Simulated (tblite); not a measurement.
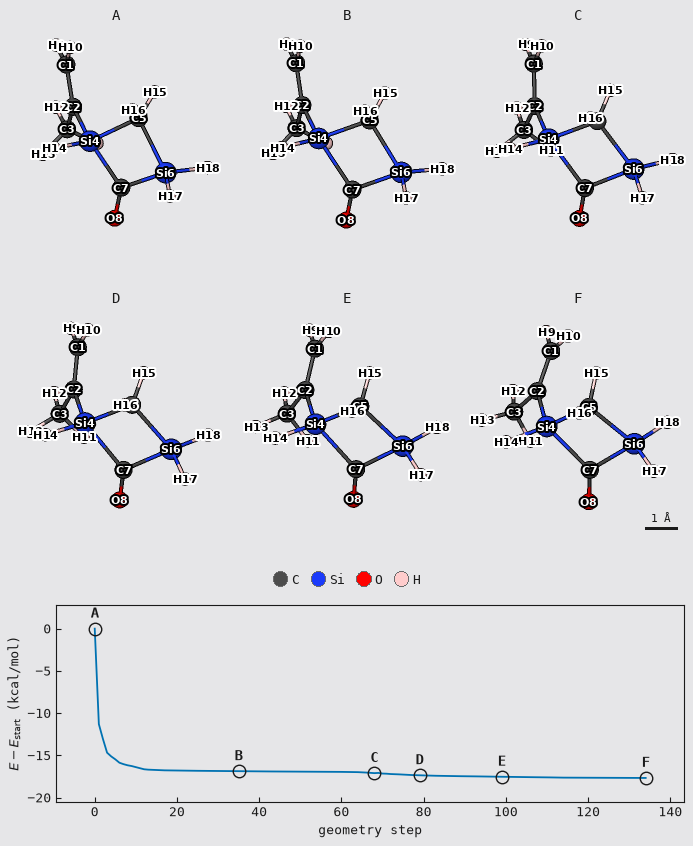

Frames of a relaxation of C5H10OSi2, marked on the history of the run. A ball-and-stick model, seen from a free direction.

The calculation used GFN2-xTB geometry optimisation, gas phase (tblite). 

> What happens along the run?

Over 134 geometry steps the energy falls by 17.7 kcal/mol. The atom that moves furthest after the best rigid fit is H10 (1.21 Å). Largest moves by element: H 1.21 Å, C 0.78 Å, Si 0.43 Å, O 0.38 Å. Among the contacts that change: Si4–C7 1.792 → 1.962 Å, Si4–H14 1.496 → 1.467 Å, Si6–H17 1.490 → 1.460 Å, C2–Si4 1.861 → 1.886 Å. Among the angles between lasting bonds that change: Si4–C5–Si6 86.9° → 96.9°, C2–Si4–C7 117.5° → 109.6°, C5–Si4–H14 109.7° → 117.0°. Groups turn about C2–Si4 by about 40°, Si4–C5 by about 20°. From step 0 to 35: H17 moves most (0.17 Å), energy −16.9 kcal/mol. From step 35 to 68: H atoms move most (0.35 Å), energy −0.22 kcal/mol. From step 68 to 79: H10 moves most (0.27 Å), energy −0.26 kcal/mol. From step 79 to 99: H10 moves most (0.32 Å), energy −0.17 kcal/mol. From step 99 to 134: H10 moves most (0.30 Å), energy −0.14 kcal/mol.
